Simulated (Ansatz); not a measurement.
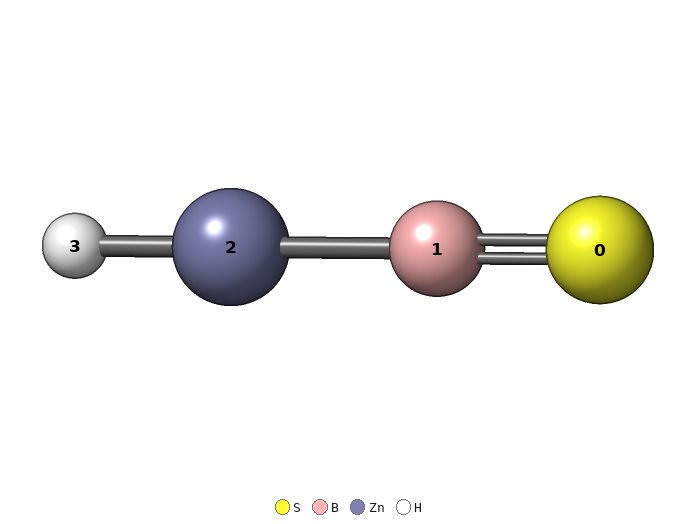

The structure as it stands in the input. Atoms are numbered from 0, in the order of the input.

Input file:

```yaml
crystal:
  periodic: [false, false, false]
  atoms:
    - {symbol: S, position_ang: [-2.406241, 0.989177, 0.217840]}
    - {symbol: B, position_ang: [-0.922601, 0.379370, 0.083648]}
    - {symbol: Zn, position_ang: [0.954160, -0.392212, -0.086344]}
    - {symbol: H, position_ang: [2.374681, -0.976324, -0.215144]}
basis:
  gaussian: {orbitals: def2-TZVPP}
hamiltonian: {xc: {name: B3LYP}, dispersion: d4}
```

It was started with:

```sh
ansatz run in.yaml --threads 2 --pin off --events-out ev --progress --plain --max-ram 4352MiB
```

Result:

```
Functional definition: B3LYP
  name "B3LYP"
  cite "Stephens, Devlin, Chabalowski & Frisch, J. Phys. Chem. 98, 11623 (1994) doi:10.1021/j100096a001"
  cite "Becke, Phys. Rev. A 38, 3098 (1988) doi:10.1103/PhysRevA.38.3098"
  cite "Lee, Yang & Parr, Phys. Rev. B 37, 785 (1988) doi:10.1103/PhysRevB.37.785"
  cite "Vosko, Wilk & Nusair, Can. J. Phys. 58, 1200 (1980) doi:10.1139/p80-159"
  parameter a0 = 0.2
  parameter ax = 0.72
  parameter ac = 0.81
  exchange = (1 - a0 - ax)*slater_x + ax*b88_x + a0*exact_x
  correlation = (1 - ac)*vwn_rpa_c + ac*lyp_c
1088 factors; their error is unknown
mean field evaluation 1: about -59946.9279 eV, gradient 4.8e1 eV
mean field evaluation 2: about -59943.2001 eV, gradient 8.9e1 eV
mean field evaluation 4: about -59950.2721 eV, gradient 1.8e0 eV
mean field evaluation 8: about -59950.3495 eV, gradient 9.0e-2 eV
mean field -59950.34955278 eV, -2203.1347102582 hartree, gradient 7.8e-5 eV, S^2 0.000000; 0 other end points of the search recorded, 0 dependent functions left out
reference -59950.34978289 eV, -2203.1347187147 hartree; 26, 26 occupied and 125, 125 virtual orbitals, 1088 factors
Total energy: -59950.49016132 eV, -2203.1398775267 hartree
```
